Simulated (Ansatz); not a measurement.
Base system: MgS in the rock salt structure (space group Fm-3m, No. 225; a = 5.203 Å). Axes: x, y, z lie along the cube axes.

It is then changed as follows: tensile biaxial strain of 3.66 % in the plane normal to [001], as in epitaxy on a mismatched substrate; the out-of-plane cell vector and the atoms relax.

The values are results of Ansatz (an electronic-structure program), r2SCAN, PAW, cutoff 500 eV, spin-orbit coupling left out, not measurements.

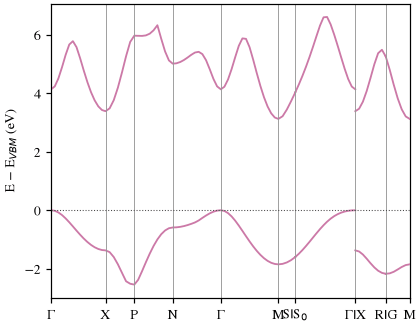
Figure. Highest valence and lowest conduction band along the path of the changed cell's own zone

Question: From the figure, how large is the changed gap, and is it direct?

Answer: About 3.1 eV, indirect, Γ → M.

No phonon test of stability was made. Labels are those of the standard path for the cell's own space group.
